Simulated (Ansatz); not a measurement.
Ti3O5 (space group C2/m)

```yaml
crystal:
  lattice:
    - [4.81481, -1.92409, 0.00000]
    - [4.81481, 1.92409, 0.00000]
    - [-0.17934, 0.00000, 9.17851]
  atoms:
    - { symbol: Ti, position: [0.94315, 0.94315, 0.64108] }
    - { symbol: Ti, position: [0.05685, 0.05685, 0.35892] }
    - { symbol: Ti, position: [0.86622, 0.86622, 0.95541] }
    - { symbol: Ti, position: [0.13378, 0.13378, 0.04459] }
    - { symbol: Ti, position: [0.22241, 0.22241, 0.73847] }
    - { symbol: Ti, position: [0.77759, 0.77759, 0.26153] }
    - { symbol: O, position: [0.58627, 0.58627, 0.34021] }
    - { symbol: O, position: [0.41373, 0.41373, 0.65979] }
    - { symbol: O, position: [0.67034, 0.67034, 0.05389] }
    - { symbol: O, position: [0.32966, 0.32966, 0.94611] }
    - { symbol: O, position: [0.87101, 0.87101, 0.44267] }
    - { symbol: O, position: [0.12899, 0.12899, 0.55733] }
    - { symbol: O, position: [0.24415, 0.24415, 0.24430] }
    - { symbol: O, position: [0.75585, 0.75585, 0.75570] }
    - { symbol: O, position: [0.04209, 0.04209, 0.84737] }
    - { symbol: O, position: [0.95791, 0.95791, 0.15263] }
```

This relaxed cell (volume V₀) is scaled evenly in all directions, its shape held. The atoms relax within the cell's symmetry.

Computed with PBEsol (plane waves to 420 eV, PAW, scalar-relativistic; Ansatz, a first-principles code). k mesh 11×11×4 (Γ-centred), Fermi-Dirac smearing 0.05 eV. The energy includes the smearing's −TS. Stress and pressure are positive under compression. With the shape held, the modulus is that of even scaling; a crystal free to change shape is softer. Ti3O5 is run without spin polarisation and with no Hubbard U. Ti3O5 was relaxed with its symmetry unable to fall. The zero of ΔE is the relaxed starting cell.

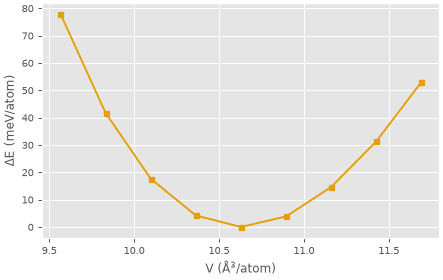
Fig. 1. ΔE (meV/atom) against V (Å³/atom); computed points joined by lines.

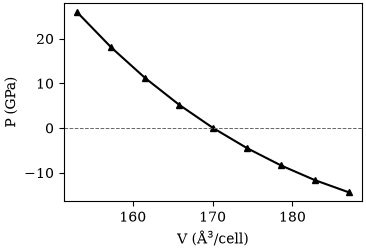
Figure: P (GPa) against V (Å³/cell); one marker a computed point.

The pressure for 5 % compression (fit) is 11.1 GPa and the energy cost of the largest compression is 78 meV/atom. The bulk modulus at fixed cell shape B₀ (third-order Birch-Murnaghan fit) comes out as 192 GPa and the energy cost of the largest expansion is 53 meV/atom. The pressure at the smallest volume is 25.9 GPa.

P = (3B₀/2)(x⁷ − x⁵)[1 + ¾(B₀′ − 4)(x² − 1)] with x = (1/0.95)^(1/3), B₀ = 192 GPa and B₀′ = 4.76.

(A scan under strain: stresses follow from slopes of the energy per volume, elastic moduli from its curvatures.)
